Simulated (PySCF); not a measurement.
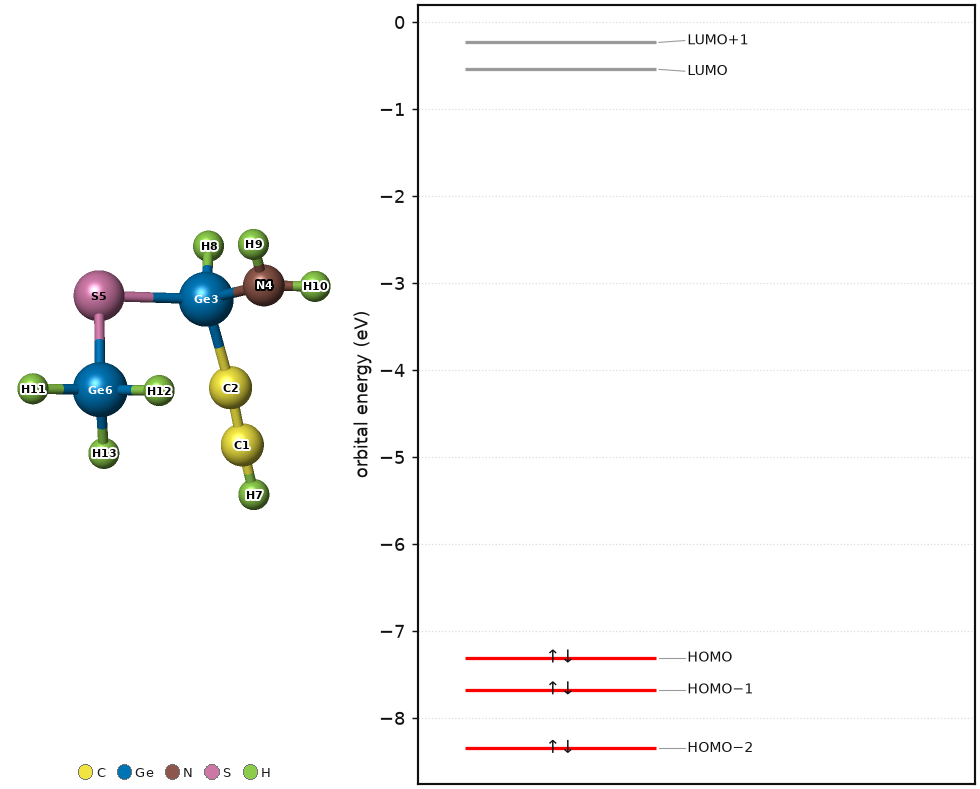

C₂H₇Ge₂NS, SMILES C#[C][Ge@H]([NH2])[S][GeH3], singlet. Kohn-Sham orbital energies near the frontier, PBE0/def2-SVPD with PySCF 2.14.0, at a GFN2-xTB geometry (no frequency check), isolated molecule; empty levels in grey, levels within 0.03 eV side by side.

> Where do the frontier orbitals lie?

HOMO at −7.31 eV, LUMO at −0.54 eV, 6.76 eV apart.

> On which atoms do HOMO and LUMO mostly sit?

HOMO: S5 69 %, Ge6 10 %, Ge3 6 %. LUMO: S5 20 %, C2 20 %, C1 20 % (Löwdin shares).

Known limits of this run: the tight-binding geometry is rougher than a DFT one and adds to the error; one conformer of a flexible molecule; empty levels above zero depend strongly on the basis.
